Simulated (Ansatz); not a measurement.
Response to strain in MgTe

Take MgTe in the wurtzite structure (space group P6_3mc, No. 186) as the base.

```
MgTe
1.0
    4.60888     0.00000     0.00000
   -2.30444     3.99141     0.00000
    0.00000     0.00000     7.50008
Mg Te
2 2
Direct
  0.33333   0.66667   0.99978
  0.66667   0.33333   0.49978
  0.33333   0.66667   0.37622
  0.66667   0.33333   0.87622
```

Cartesian axes are those of the cell as printed.

Strains are applied to the cell and any free atomic positions relax; under biaxial strain the out-of-plane vector relaxes too.

Method: PBE (Ansatz, a first-principles code, PAW, no SOC).

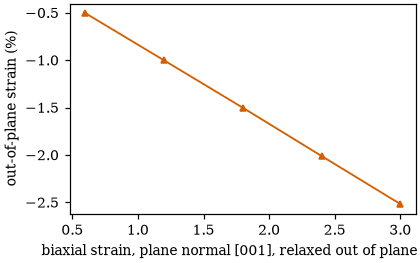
*Out-of-plane strain against biaxial strain, plane normal [001], relaxed out of plane*

| biaxial strain, plane normal [001], relaxed out of plane (%) | out-of-plane strain |
|---|---|
| 0.6 | -0.51 % |
| 1.2 | -1.00 % |
| 1.8 | -1.50 % |
| 2.4 | -2.01 % |
| 3 | -2.52 % |

No phonon test of stability was made.
